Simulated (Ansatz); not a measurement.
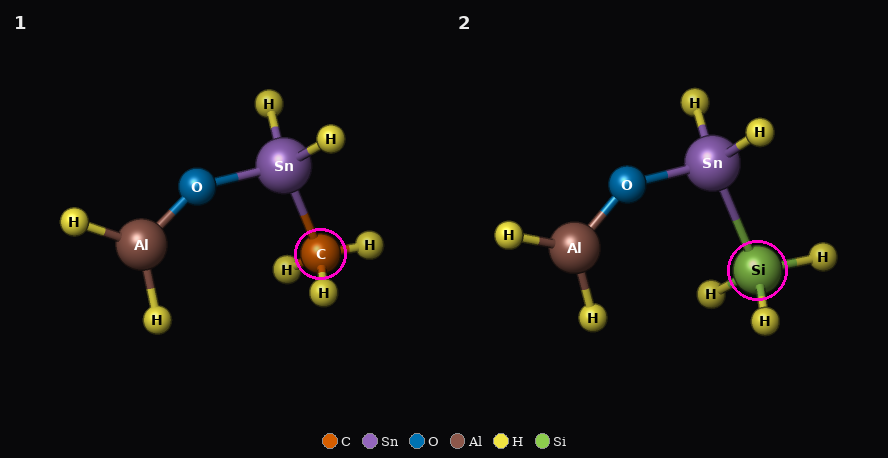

2 molecules with one skeleton, seen from the same side and at one scale; the atom that differs is circled. Each species is neutral and a spin singlet. Computed geometries: PBE0-D4/def2-TZVP optimisations, one conformation each. Properties computed with Ansatz 0.2.0. Elements past Kr carry core potentials.

One atom differs, called X below: C in panel 1, Si in panel 2. Their formulas are CH7AlOSn (`[CH3][SnH2][O][AlH2]`), AlH7OSiSn (`[AlH2][O][SnH2][SiH3]`).

Question: In which is the length of X–Sn larger (PBE0-D4/def2-TZVP)?

Answer: In panel 2 (X = Si).

Question: In which is the harmonic zero-point energy higher (PBE0-D4/def2-TZVP)?

Answer: In panel 1 (X = C).

Give the values. With PBE0-D4/def2-TZVP: mean length of X–H (Å), length of X–Sn (Å), mean angle Sn–X–H (°), dipole moment (D), harmonic zero-point energy (kJ/mol). With ωB97M-V/def2-QZVPP: HOMO energy (Kohn–Sham orbital) (eV), HOMO–LUMO gap (eV).

| quantity | 1 (C) | 2 (Si) | 2 − 1 |
| --- | --- | --- | --- |
| mean length of X–H (Å) | 1.090 | 1.486 | +0.396 |
| length of X–Sn (Å) | 2.132 | 2.570 | +0.438 |
| mean angle Sn–X–H (°) | 109.9 | 109.7 | −0.2 |
| HOMO energy (Kohn–Sham orbital) (eV) | −9.96 | −9.75 | +0.21 |
| HOMO–LUMO gap (eV) | 10.43 | 10.17 | −0.26 |
| dipole moment (D) | 2.00 | 1.56 | −0.44 |
| harmonic zero-point energy (kJ/mol) | 175.7 | 146.0 | −29.7 |
